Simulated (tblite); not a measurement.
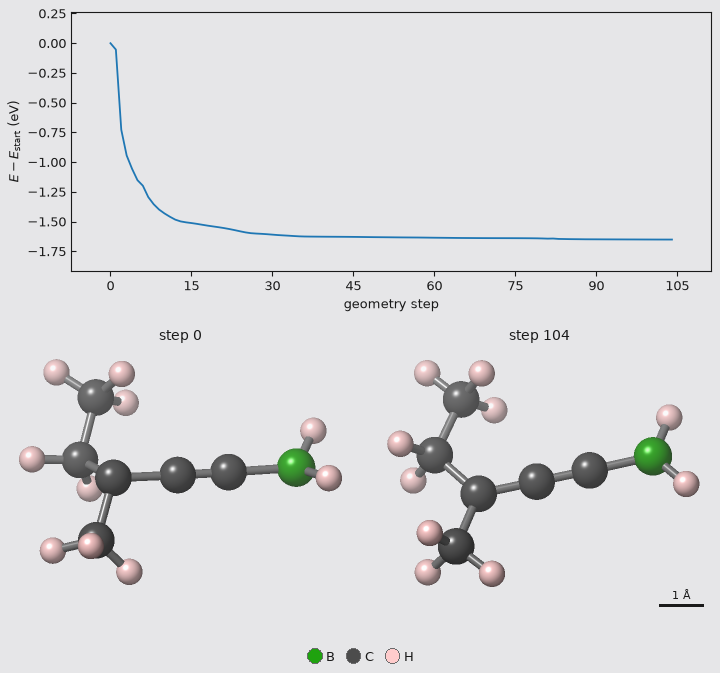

First and last geometry of a relaxation of C$_{6}$H$_{10}$B (multiplicity 2), with the history of the run. Style: ball-and-stick. Shown at a tilt.

Level of theory: tblite, GFN2-xTB geometry optimisation, gas phase. 

### What do the curves and the structures tell?

It converged. Over 104 geometry steps the energy falls by 1.651 eV. The atom that moves furthest after the best rigid fit is an H atom (0.85 Å). By element the largest moves are H 0.85 Å, C 0.61 Å, B 0.28 Å. Among the contacts that change: C–C 1.485 → 1.351 Å, B–C 1.565 → 1.479 Å, C–C 1.179 → 1.235 Å, C–H 1.130 → 1.087 Å. Among the angles between lasting bonds that change: C–C–C 109.3° → 121.0°, C–C–C 110.8° → 121.6°, C–C–C 107.8° → 117.4°. Groups turn about C–C by about 45°. Cost: 0.46 s on 1 thread of Arm Neoverse V2, with other jobs on the host.

| step | E − E(0), eV |
| --- | --- |
| 0 | 0.0000 |
| 1 | -0.0536 |
| 2 | -0.7276 |
| 3 | -0.9440 |
| 4 | -1.0561 |
| 5 | -1.1516 |
| 6 | -1.1980 |
| 7 | -1.2937 |
| 8 | -1.3536 |
| 9 | -1.3985 |
| 10 | -1.4311 |
| 15 | -1.5120 |
| 20 | -1.5469 |
| 25 | -1.5904 |
| 30 | -1.6093 |
| 35 | -1.6238 |
| 40 | -1.6269 |
| 45 | -1.6284 |
| 50 | -1.6310 |
| 55 | -1.6331 |
| 59 | -1.6347 |
| 64 | -1.6372 |
| 69 | -1.6386 |
| 74 | -1.6391 |
| 79 | -1.6405 |
| 84 | -1.6463 |
| 89 | -1.6487 |
| 94 | -1.6496 |
| 99 | -1.6503 |
| 104 | -1.6508 |
